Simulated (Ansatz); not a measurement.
```
Cd Se
1.0
     4.01130    0.00000    0.00000
    -2.00565    3.47389    0.00000
     0.00000    0.00000   24.96958
Cd Se
3 12
Direct
  0.00000 0.00000 0.00000
  0.66667 0.33333 0.33333
  0.33333 0.66667 0.66667
  0.33333 0.66667 0.06479
  0.00000 0.00000 0.39812
  0.66667 0.33333 0.73145
  0.66667 0.33333 0.13812
  0.33333 0.66667 0.47146
  0.00000 0.00000 0.80479
  0.00000 0.00000 0.19521
  0.66667 0.33333 0.52854
  0.33333 0.66667 0.86188
  0.33333 0.66667 0.26855
  0.00000 0.00000 0.60188
  0.66667 0.33333 0.93521
```

Space group R-3m; a generated structure, not necessarily the stable one.

Method: DFT PBE, scalar-relativistic, plane waves, PAW in Ansatz 0.2.0.

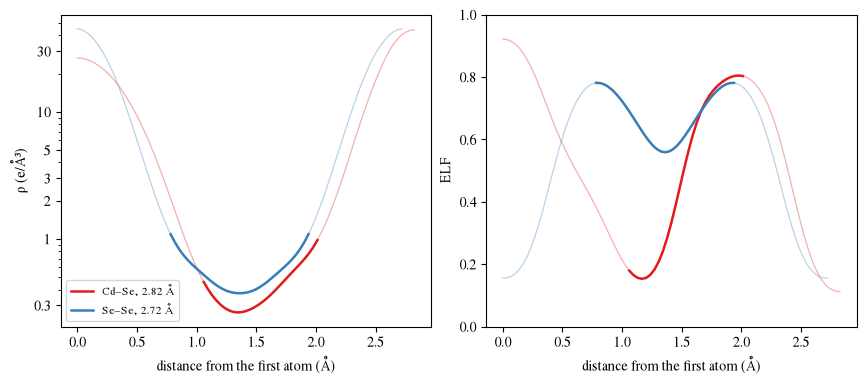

CdSe4. Valence electron density and ELF along straight lines between neighbouring atoms. Thin, pale parts lie inside the atomic spheres.

Core electrons are frozen (PAW), and the valence fields are smoothed inside the atomic spheres.

Question: What can be read from the curves?

Answer: Cd–Se (2.82 Å): ρ at the midpoint is about 0.27 e/Å³; the ELF is about 0.35 at the midpoint and 0.15 at its lowest between the atoms.
Se–Se (2.72 Å): ρ is about 0.37 e/Å³ halfway; the ELF is about 0.55 at the midpoint.
